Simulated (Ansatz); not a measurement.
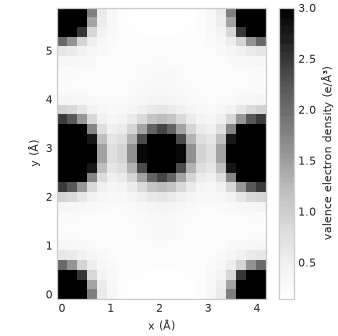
Fig. 1. Valence electron density (e/Å³), cut off at 3 on a lattice plane, r²SCAN (plane waves, PAW; program Ansatz)

Problem. Pick the material that matches.
(A) Ga2O3, La2O3 or Ni2Al3 type
(B) YN, rock salt
(C) GaSb, NiAs type
(D) GaMo3N, anti-perovskite

Solution. D, GaMo3N, anti-perovskite. Atoms in the plane, in fractions of its two edges: Ga at (0.00, 0.00), Mo at (0.00, 0.50), N at (0.50, 0.50).

The density is the valence pseudo-density with augmentation charge, so density and ELF within about 1 Å of a nucleus are not all-electron values.

Space group Pm-3m (anti-perovskite). The start of the workflow was typed in or built on a structure type; neither database checked (COD, Materials Project) lists it. Whether it is the stable phase at ambient conditions was not checked. Symmetry was held in the r²SCAN relaxation; whether a distortion lowers the energy is not shown. The workflow began spin-polarised and lost its moments.

Potentials: the earlier of the program's two PAW sets.
